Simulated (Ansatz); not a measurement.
Pressure series in SnTe

Consider SnTe in the rock salt structure (space group Fm-3m, No. 225).

Space group Fm-3m (No. 225); a = 6.409 Å, b = 6.409 Å, c = 6.409 Å, α = 90.00°, β = 90.00°, γ = 90.00°

```tsv
atom	site	symmetry	x	y	z
Te	4a	m-3m	0.0000	0.0000	0.0000
Sn	4b	m-3m	0.5000	0.5000	0.5000
```
(The calculation used a cell of 2 atoms; values per cell refer to that cell.)

Cell and atoms are relaxed at each pressure.

Level of theory: PBE, PAW, 420 eV (Ansatz, a first-principles code; no SOC), earlier PAW set.

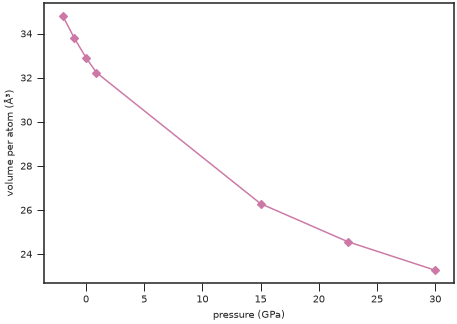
Volume per atom against pressure

```
pressure (GPa)  volume per atom
--------------  ---------------
-2                     34.81 Å³
-1                     33.79 Å³
0.9                    32.23 Å³
15                     26.28 Å³
22.5                   24.56 Å³
30                     23.26 Å³
```

Load acts through the strain it causes; cell and atoms are relaxed under it. Whether these cells are dynamically stable was not tested. Competing high-pressure phases were not computed. The final runs are not spin-polarised.
